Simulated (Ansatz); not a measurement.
# Nudged elastic band of C3H9B (part 2 of 2)

The same run, continued: C3H9B; RKS revPBE/def2-SVP (Ansatz 0.2.0). The run did not end well. One setting was made poor on purpose. It belongs to a series of runs on one base structure; here: band between the two ends.

Geometry of the input (Å):
```
B  -0.2435  0.7552  0.1503
C  0.4145  -0.6724  0.0238
C  -0.2739  -1.8738  0.6977
C  0.0889  1.9541  -0.8183
H  0.9243  1.7871  -1.5289
H  -1.0353  0.9637  1.0652
H  0.6917  -0.8983  -1.0315
H  1.4110  -0.4866  0.5109
H  0.3441  -2.7954  0.6547
H  -0.4947  -1.6681  1.7658
H  -1.2428  -2.1079  0.2082
H  0.2491  2.9101  -0.2734
H  -0.8335  2.1322  -1.4247
```

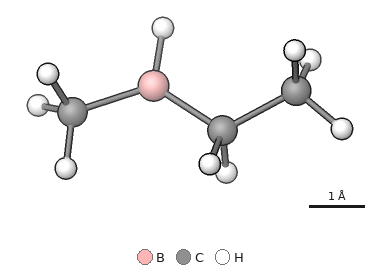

Figure 1. The starting structure (ball-and-stick view, seen at a tilt).

```
Unfinished report: {"positions_ang":[[-1.2686328673292158,2.0702216527143786,0.4981430524414414],[0.8212833603736784,-0.9838209585224497,-0.2787242651580534],[0.32168299330000677,-2.349298067910759,0.24907209667504818],[-0.6765845259697617,3.018780245614646,-0.34028475818966275],[0.05801086689658776,-0.47261718791963647,-0.9224268695116533],[-1.7982538309405596,1.288427298906138,1.234117725516705],[1.735286041903707,-1.0815529702628452,-0.8939428603997143],[1.068793400159626,-0.28347922785268914,0.5470924061220672],[0.638855265641162,-3.184883383350984,-0.4036507330372316],[0.7052887495390416,-2.5646939801656146,1.2656736667805573],[-0.7858043056696012,-2.385730023357931,0.31257529098473147],[0.24376874540405716,2.8711688345350153,-0.9265238308243966],[-1.0636918933087283,4.057477767572726,-0.341120921399838]],"unchecked":["starts","cluster_reference","orbital_swaps","neighbouring_geometries","increment"],"mean_field":{"relativity":"none","state":{"energy":{"ev":-3928.0175398354436,"hartree":-144.35198208303643},"converged":true,"gradient_ev":0.00001178306902608504,"stability":{"kind":"minimum","curvature_ev":77.84581486585883},"curvature_floor_ev":0.00030000000000000003,"spin_squared":1.4210854715202004e-14},"others":[],"fillings":{"estimated":0,"unestimated":0,"tried":0,"untried":0,"excluded_magnetic_sites":0},"n_dropped_functions":0,"n_trapped_functions":0,"passes":{"evaluations":4,"products":23},"factors":{"origin":"density fitting in generated functions","count":1150,"bound_ev":null},"gradient_stop_ev":0.00009,"reference_kind":"stationary","functional":{"name":"revPBE","citations":["Zhang & Yang, Phys. Rev. Lett. 80, 890 (1998) doi:10.1103/PhysRevLett.80.890","Perdew, Burke & Ernzerhof, Phys. Rev. Lett. 77, 3865 (1996) doi:10.1103/PhysRevLett.77.3865"],"text":"name \"revPBE\"\ncite \"Zhang & Yang, Phys. Rev. Lett. 80, 890 (1998) doi:10.1103/PhysRevLett.80.890\"\ncite \"Perdew, Burke & Ernzerhof, Phys. Rev. Lett. 77, 3865 (1996) doi:10.1103/PhysRevLett.77.3865\"\nparameter kappa = 1.245\nparameter beta = 0.06672455060314922\nexchange = pbe_x(kappa = kappa, mu = beta*pi^2/3)\ncorrelation = pbe_c(beta = beta)\n","parameters":{"beta":{"value":0.06672455060314922,"default":0.06672455060314922},"kappa":{"value":1.245,"default":1.245}},"final_grid":{"core_spheres":13.0,"valence_spheres":11.0,"degree":36.0},"final_grid_parameter_source":"default","radial_points_factor":1.0,"radial_grid_error_ev":3.302647371798941e-7,"grid_sensitivity":"normal","grid_sensitivity_ratio":0.001870803151768979},"unsmoothed_excess_ev":-0.000049712342843403855,"symmetry":{"irreps":["A"],"axes":[[0.9871096126984782,0.11525858419746943,-0.11104085413511426],[-0.09873504531937358,0.9845985424656001,0.14428132588937984],[0.1259603244837124,-0.13145785995295614,0.9832867474508884]],"occupied":[{"A":16},{"A":16}]},"density_repulsion":{"missed_ev":0.00004587264658866142,"excess_ev":0.00004587264658866142,"most_excess_ev":0.000416,"are_drawn_again":false,"n_first_factors":1150,"energy_change_ev":0.0,"n_dropped_ends":0},"direct_passes":"host"},"factors":{"origin":"density fitting in generated functions","count":1150,"bound_ev":null},"n_frozen":0,"n_occupied":[16,16],"n_virtual":[85,85],"reference":{"ev":-3928.0175398354436,"hartree":-144.35198208303643},"total":{"ev":-3928.0175398354436,"hartree":-144.35198208303643},"forces_ev_per_angstrom":[[0.043927738344679085,0.030439531186396397,-0.03344061870127879],[-0.31966390006210876,0.1400449325004394,-0.09226644478446283],[-0.0500057528592841,0.18951861755482385,-0.026489078691013242],[0.000030779219526590846,0.1314277541691115,0.22834915657821028],[0.24312076618910278,-0.2180179279156216,0.15748016616121385],[-0.013214384698912162,-0.003856791382098356,-0.046443188903070344],[0.12195381162776193,-0.02812740537535441,-0.01365807876808045],[-0.06066144437639087,-0.007348473973265394,-0.004751272518316014],[-0.029682380921290753,-0.05657062579665332,-0.07391943405281923],[0.08820147121206134,-0.03765154151472464,0.020018043910030692],[0.012574778872139926,0.006363176422210754,0.031188766024576514],[-0.025205113611749125,-0.059456709120648946,-0.0724621654532511],[-0.01137636893697209,-0.08676453675504651,-0.0736058508022829]],"charge_distribution":{"dipole_moment_e_ang":[-0.008334824890579323,-0.06293087435708043,0.05798782790195335],"mulliken_charges_e":[-0.14399402064677425,-0.10250286567038813,-0.07172734792988411,-0.07652690948568264,0.04303264378222815,0.06196611731344637,0.025554766639269255,0.03689149947712145,0.02686938352137125,0.025843910470932596,0.025513161055109146,0.07456584680125278,0.07451381467202967],"lowdin_charges_e":[-0.07148599315447601,0.00579168090823412,0.0034781193181121495,-0.0608871934023929,0.008690621860320769,0.0005555032913608926,0.0006196736854550133,0.003333002260307749,0.0003614096236086439,0.00026704208515526684,0.0004039621567020202,0.05073534343488317,0.05813682793278163]},"n_threads":2,"memory_gib":2.556818182580173,"seconds":{"hamiltonian":0.75729776,"orbitals":0.0,"second_order":0.0,"solver_start":0.0,"cycles":0.0,"cycle":0.0,"perturbative":0.0,"full_ci_increment":0.0,"forces":0.0}}
this run last wrote the band of iteration 60 to [file]
Error: NEB band did not converge after 60 iterations: max|band force component| = 3.17e-1 eV/Å (threshold 5.0e-2); raise `neb.max_iterations` in a new run, which can start from the last band evaluated (`neb.initial_path`, with `crystal.atoms` and `neb.final_atoms` set to its first and last images), add images, or start from endpoints closer to local minima. Where this run's directory can be resumed (`checkpoint.write`), a resume goes on for up to `neb.max_iterations` more; to start a new run from the last band, take its images' positions from the `neb_iteration` event of iteration 60 (`data.images[].positions_ang`), in the event stream of the run that computed that iteration (not this run's, if it was resumed behind it). With `checkpoint.write`, `steps/00-neb/state/checkpoint.json` in the run directory holds the last saved band, under `neb.evaluated.images[].positions_ang` (a band under a hybrid functional on support functions is neither saved nor resumed: `neb.initial_path` says where its path is): check the last entry of `neb.iterations` there, which is earlier than 60 if that iteration was not saved or its write failed. If the band's step has no `state` directory and holds `state.next`, a write was cut short, and the file is under `state.next` instead (behind a loss of power it can be under `state.prev`)
this run wrote the band of iteration 60 to [file] as well, whether or not its events were kept: a new run's `neb.initial_path` can list its `images[].positions_ang`
a run's events are kept only if it was started with --events-out <file>, and are in that file
```

### The last band as extended XYZ (Å, eV, eV/Å)
```
13
Properties=species:S:1:pos:R:3:forces:R:3 image=0 energy=-3930.08541
B    -0.2435    0.7552    0.1503   -0.0058   0.0058  -0.0052
C     0.4145   -0.6724    0.0238    0.0066   0.0006  -0.0025
C    -0.2739   -1.8738    0.6977   -0.0030  -0.0066   0.0027
C     0.0889    1.9541   -0.8183   -0.0099   0.0198   0.0002
H     0.9243    1.7871   -1.5289   -0.0031   0.0010   0.0019
H    -1.0353    0.9637    1.0652    0.0001   0.0010   0.0025
H     0.6917   -0.8983   -1.0315    0.0001   0.0004   0.0000
H     1.4110   -0.4866    0.5109   -0.0011  -0.0019  -0.0002
H     0.3441   -2.7954    0.6547   -0.0009   0.0023  -0.0002
H    -0.4947   -1.6681    1.7658    0.0005  -0.0005  -0.0008
H    -1.2428   -2.1079    0.2082    0.0014   0.0009   0.0009
H     0.2491    2.9101   -0.2734   -0.0021  -0.0161  -0.0100
H    -0.8335    2.1322   -1.4247    0.0171  -0.0066   0.0106
13
Properties=species:S:1:pos:R:3:forces:R:3 image=1 energy=-3929.96279
B    -0.4602    0.6775    0.0532    0.0472  -0.0097  -0.0115
C     0.4362   -0.6238   -0.0164   -0.0300  -0.0171   0.0406
C    -0.0684   -1.9224    0.6669    0.0190   0.0039  -0.0307
C    -0.0374    2.0334   -0.6413    0.0266  -0.0050   0.0213
H    -0.4389    2.0299   -1.6838   -0.0509  -0.0444   0.0282
H    -1.5195    0.6327    0.6712   -0.0368   0.0223  -0.0440
H     0.6855   -0.8005   -1.0915    0.0145   0.0194   0.0243
H     1.4279   -0.3145    0.3974   -0.0030   0.0058   0.0068
H     0.6672   -2.3313    1.3915   -0.0178   0.0105  -0.0270
H    -1.0139   -1.7477    1.2225    0.0341  -0.0366   0.0039
H    -0.2665   -2.7296   -0.0691   -0.0248   0.0200   0.0144
H     1.0602    2.1656   -0.7440    0.0141   0.0038  -0.0276
H    -0.4721    2.9308   -0.1566    0.0077   0.0274   0.0013
13
Properties=species:S:1:pos:R:3:forces:R:3 image=2 energy=-3928.57534
B    -0.4718    0.9350    0.2700    0.7879  -1.5077   0.0572
C     0.5224   -0.5365    0.1447   -0.3305   0.7266   0.3380
C     0.0482   -2.0260    0.4221   -0.1435   0.2880   0.0753
C    -0.2152    2.1935   -0.5892    0.2553  -1.0461  -0.1683
H    -0.4653    1.1237   -1.2034   -0.5801   1.9380  -0.4169
H    -1.5350    0.9896    0.9003    0.2893  -0.4684  -0.1544
H     1.2267   -0.6197   -0.7283   -0.5523   0.6517  -0.0160
H     1.2417   -0.2889    0.9479    0.2768   0.0259   0.3635
H     0.4986   -2.7845   -0.2679    0.0037   0.4853  -0.0438
H     0.3543   -2.3781    1.4319   -0.1317   0.1810   0.0336
H    -1.0452   -2.1876    0.3505   -0.1295   0.1588   0.0068
H     0.7357    2.4832   -1.0650    0.3089  -0.3401  -0.0343
H    -0.8950    3.0963   -0.6135   -0.0543  -1.0930  -0.0409
13
Properties=species:S:1:pos:R:3:forces:R:3 image=3 energy=-3928.01749
B    -1.2686    2.0702    0.4981    0.0439   0.0304  -0.0334
C     0.8213   -0.9838   -0.2787   -0.3197   0.1400  -0.0923
C     0.3217   -2.3493    0.2491   -0.0500   0.1895  -0.0265
C    -0.6766    3.0188   -0.3403    0.0000   0.1314   0.2283
H     0.0580   -0.4726   -0.9224    0.2431  -0.2180   0.1575
H    -1.7983    1.2884    1.2341   -0.0132  -0.0039  -0.0464
H     1.7353   -1.0816   -0.8939    0.1220  -0.0281  -0.0137
H     1.0688   -0.2835    0.5471   -0.0607  -0.0073  -0.0048
H     0.6389   -3.1849   -0.4037   -0.0297  -0.0566  -0.0739
H     0.7053   -2.5647    1.2657    0.0882  -0.0377   0.0200
H    -0.7858   -2.3857    0.3126    0.0126   0.0064   0.0312
H     0.2438    2.8712   -0.9265   -0.0252  -0.0595  -0.0725
H    -1.0637    4.0575   -0.3411   -0.0114  -0.0868  -0.0736
13
Properties=species:S:1:pos:R:3:forces:R:3 image=4 energy=-3928.05784
B    -1.2660    2.0853    0.7312   -0.0013   0.1242  -0.0931
C     0.8146   -0.9747   -0.3765    0.0182   0.0193  -0.0076
C     0.3716   -2.3682    0.0966   -0.0287  -0.0221  -0.0009
C    -0.7132    3.0447   -0.1187    0.0279   0.0274   0.0046
H    -0.0339   -0.2595   -0.4042   -0.0134   0.0069   0.0468
H    -1.7827    1.2954    1.4574   -0.0254  -0.1099   0.0936
H     1.2382   -1.0006   -1.4014   -0.0342   0.0002  -0.0342
H     1.5897   -0.5381    0.2861    0.0521  -0.0191  -0.0199
H     1.0728   -3.1593   -0.2390    0.0482  -0.0030   0.0375
H     0.3147   -2.4326    1.2025   -0.0468   0.0251   0.0189
H    -0.6309   -2.6359   -0.2962    0.0098  -0.0288  -0.0507
H     0.1344    2.8674   -0.8007    0.0075  -0.0257   0.0035
H    -1.1094    4.0761   -0.1373   -0.0139   0.0055   0.0014
13
Properties=species:S:1:pos:R:3:forces:R:3 image=5 energy=-3928.10471
B    -1.1970    2.2326    0.9743   -0.0082  -0.0024  -0.0021
C     0.8688   -1.1136   -0.5757    0.0006   0.0064  -0.0011
C     0.3261   -2.4110    0.0378   -0.0003  -0.0073   0.0019
C    -0.7962    3.2136    0.0658    0.0116   0.0001   0.0067
H     0.0492   -0.4181   -0.8549    0.0000  -0.0003  -0.0011
H    -1.5448    1.3919    1.7518    0.0029   0.0029   0.0005
H     1.4574   -1.3102   -1.4963   -0.0005  -0.0007  -0.0001
H     1.5360   -0.5746    0.1297   -0.0004  -0.0002   0.0002
H     1.1455   -3.1085    0.3113   -0.0002   0.0003   0.0010
H    -0.2597   -2.2152    0.9605   -0.0001   0.0011  -0.0003
H    -0.3420   -2.9490   -0.6669    0.0005   0.0007  -0.0011
H     0.0783    3.0837   -0.5953   -0.0023   0.0006  -0.0034
H    -1.3217    4.1783   -0.0422   -0.0035  -0.0014  -0.0011
13
Properties=species:S:1:pos:R:3:forces:R:3 image=6 energy=-3928.10490
B    -0.5824    2.6191    1.0318    0.0045   0.0129  -0.0174
C     0.7921   -1.2796   -0.4345    0.0048   0.0060  -0.0020
C     0.0001   -2.4978    0.0580   -0.0024   0.0003   0.0016
C    -0.6661    3.2898   -0.1894   -0.0137   0.0076  -0.0073
H     0.1232   -0.4255   -0.6710   -0.0054   0.0011  -0.0024
H    -0.5114    2.0504    2.0812    0.0000  -0.0127   0.0194
H     1.3685   -1.5104   -1.3549    0.0000   0.0019   0.0006
H     1.5194   -0.9288    0.3279    0.0045  -0.0016   0.0013
H     0.6676   -3.3530    0.2926    0.0065  -0.0061   0.0022
H    -0.5752   -2.2674    0.9790   -0.0035   0.0020   0.0043
H    -0.7271   -2.8479   -0.7039   -0.0056  -0.0021  -0.0057
H    -0.0259    3.0389   -1.0532   -0.0056   0.0053   0.0079
H    -1.3830    4.1121   -0.3634    0.0160  -0.0146  -0.0026
```
